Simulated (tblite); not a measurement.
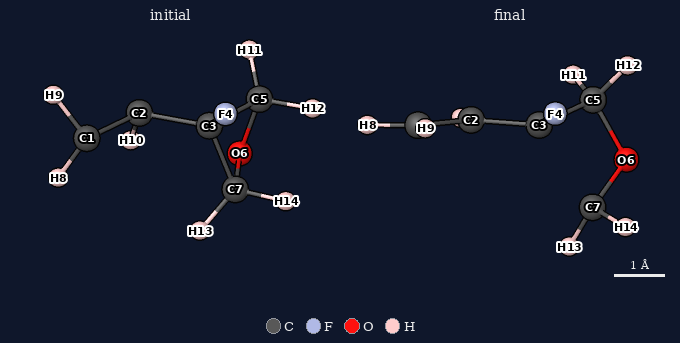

The structure of C₅H₇FO (charge −1, multiplicity 2) before (left) and after (right) a relaxation, at one scale.

The picture is a ball-and-stick view, seen at a tilt.

Level of theory: GFN2-xTB geometry optimisation, gas phase (tblite 0.8.0). 

**Summarise the run.**

After 80 geometry steps the energy has fallen by 1.873 eV. H8 moves most after the best rigid fit: 1.22 Å. Largest moves by element: H 1.22 Å, O 1.02 Å, C 0.50 Å, F 0.24 Å. Among the contacts that change: C3–C7 1.511 → 2.022 Å, C1–C2 1.515 → 1.376 Å, C2–C3 1.491 → 1.405 Å, C2–H10 1.140 → 1.086 Å. Bonds break, among them: C3–C7 (1.51 → 2.02 Å). Bond angles that change, for instance: C3–C5–O6 85.8° → 102.3°, C5–O6–C7 85.8° → 100.9°, C2–C1–H9 106.9° → 121.4°. Groups turn about C3–C5 by about 50°, O6–C7 by about 35°, C5–O6 by about 30°.
